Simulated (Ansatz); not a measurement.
Ca under a change: H interstitial (started 2.39 Å from the nearest host atom), symmetric start

Start from a 12-atom supercell of Ca in the fcc (Cu type) structure (space group Fm-3m, No. 225; a = 5.526 Å) at its relaxed geometry.

Now apply this change: a neutral H interstitial (started 2.39 Å from the nearest host atom), symmetric start, atoms relaxed at fixed cell.

Computed with PBE/PAW in Ansatz (a quantum-chemistry and plane-wave program), no spin-orbit coupling, earlier PAW set. Γ-centred 5×4×5 mesh, Fermi–Dirac width 0.05 eV.

```tsv
quantity	base	changed	shift
pressure	0.0 GPa	0.0 GPa	0.0 GPa
largest displacement of a host atom from its site in the perfect cell	–	0.16 Å	–
final site of the added atom	–	4 Ca at 2.28 Å (tetrahedral)	–
```

Final structure:

```
CELL_PARAMETERS angstrom
      0.00000     5.52644     5.52644
      5.52644    -5.52644     5.52644
      5.52644     5.52644     0.00000
ATOMIC_POSITIONS crystal
  Ca 0.00000 0.01460 0.00000
  Ca 0.99986 0.99777 0.50007
  Ca 0.15932 0.32838 0.15932
  Ca 0.15932 0.32838 0.68136
  Ca 0.33333 0.65882 0.33333
  Ca 0.33190 0.67057 0.83405
  Ca 0.50007 0.99777 0.99986
  Ca 0.50007 0.99777 0.50007
  Ca 0.68136 0.32838 0.15932
  Ca 0.66667 0.33406 0.66667
  Ca 0.83405 0.67057 0.33190
  Ca 0.83405 0.67057 0.83405
  H  0.00000 0.25234 0.00000
```

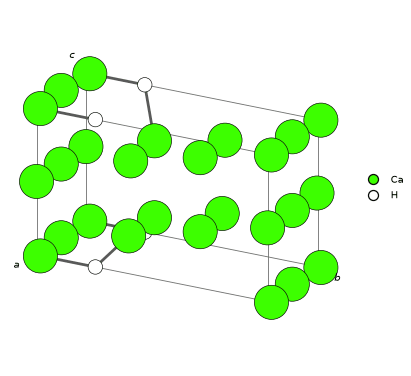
Fig. 1. The relaxed cell after the change

The cell is small, so the values are those of an ordered compound at a high defect concentration; dilute-limit values will differ. The defect started on the symmetric site and kept its symmetry, so it may sit on a saddle. All final runs are without spin polarisation. The defect cell is not spin-polarised.
